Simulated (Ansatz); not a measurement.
Calculation: PBE (plane waves to 420 eV, PAW; Ansatz, a first-principles code).

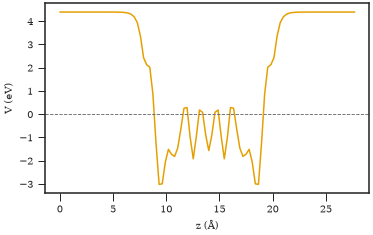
Figure. Plane-averaged electrostatic potential energy along the normal, in eV from the Fermi level, for the (210) surface of zinc-blende CdTe in its 1x1 cell (cut with top plane Cd, bottom plane Cd), relaxed from an ideal cut (the real face may reconstruct), outermost plane spacing 0.74 Å in the ideal cut (one of several cuts of this face), with 1 Cd a cell over the bulk's ratio (in the relaxation Te ended outermost)

Slab: 17 atoms, Cd9Te8, 11.8 Å thick at the start; k 4x4x1, smearing 0.025 eV, dipole-corrected; all atoms relaxed; held to the start's symmetry, so lower structures may exist; no spin (no spin-polarised run to compare, though such a face may carry moments), no spin-orbit, no U. The slab shows no gap over 0.04 eV on its mesh.

The vacuum level lies 4.39 eV above the Fermi level over the top face and 4.39 eV above it under the bottom face.
